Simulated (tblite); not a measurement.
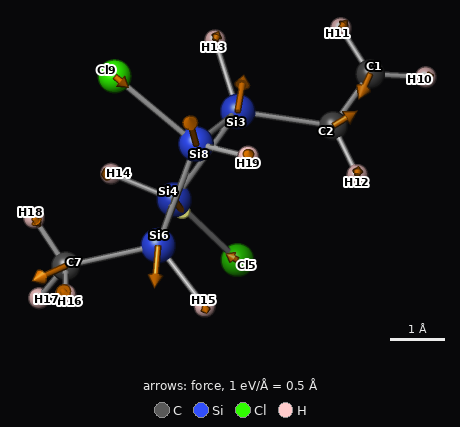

Starting geometry of C3H10Cl2Si4 with the computed forces as orange arrows. A ball-and-stick model, seen from a free direction.

Computed with GFN2-xTB geometry optimisation, gas phase (tblite 0.8.0). 

Question: Is this structure relaxed? If not, where do the atoms go?

Answer: It isn't relaxed: the largest force vector, on Si8, is 2.71 eV/Å. The final displacements have little in common with the starting forces (cosine between the two patterns 0.19). After 146 geometry steps the energy has fallen by 89.2 kJ/mol. The largest move after the best rigid fit is that of Cl9, 0.79 Å. Largest moves by element: Cl 0.79 Å, H 0.69 Å, Si 0.38 Å, C 0.34 Å. Among the contacts that change: Si3–Si8 2.216 → 2.381 Å, Si4–Si6 2.238 → 2.380 Å, Si3–Si4 2.267 → 2.386 Å, Si6–C7 1.843 → 1.906 Å. Bond angles that change, for instance: Cl5–Si4–H14 112.6° → 101.6°, Cl9–Si8–H19 112.0° → 101.7°, Si6–Si8–H19 111.5° → 120.5°.
